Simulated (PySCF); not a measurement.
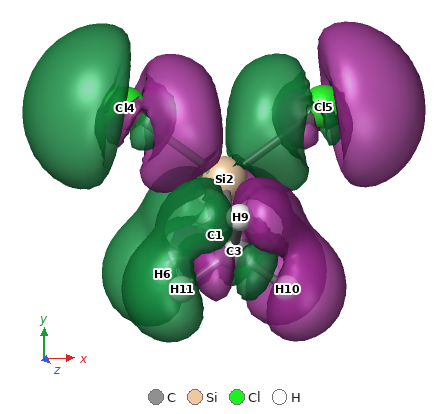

*C₂H₆Cl₂Si, SMILES `C[Si](C)(Cl)Cl`. Change of the electron density in a uniform field of 0.21 V/Å, surfaces at ±0.001 e/Å³ (green: gain, purple: loss).*

Computed with PySCF, ωB97X/def2-TZVP, geometry: GFN2-xTB. No frequency check shows the geometry to be a minimum. A basis without diffuse functions makes polarisabilities too small. GFN2-xTB bond lengths at metals and heavier atoms can be off by up to 0.1 Å and shapes distorted, which carries into these values.

Geometry (Å), atoms numbered from 1:

```
C1      -0.0047   -1.3611   -1.5817
Si2      0.0001   -0.3051   -0.0003
C3       0.0054   -1.3627    1.5799
Cl4     -1.6489    0.8847    0.0040
Cl5      1.6484    0.8855   -0.0034
H6      -0.8817   -1.9997   -1.6268
H7      -0.0179   -0.7375   -2.4719
H8       0.8723   -2.0032   -1.6274
H9       0.0183   -0.7401    2.4708
H10      0.8827   -2.0010    1.6243
H11     -0.8713   -1.9975    1.6350
```

Q: Along which Cartesian direction does the field point?

A: Along +x: electrons gather on the −x side, against the field.

Q: What dipole is induced, and what polarisability does it imply?

A: The induced dipole is 0.74 D (along the field); α along this axis, from the fields in both directions, is 73 bohr³ (10.8 Å³).

Q: Which atoms gain and lose the most charge?

A: Electrons gather most on Cl4 (Hirshfeld charge changes by −0.017 e) and leave Cl5 most (+0.017 e); 0.067 electrons are displaced in all.

Run time: 73 s on 1 thread of Intel(R) Xeon(R) Platinum 8259CL CPU @ 2.50GHz (Skylake/Cascade Lake) (shared host), peak memory 1.2 GiB.
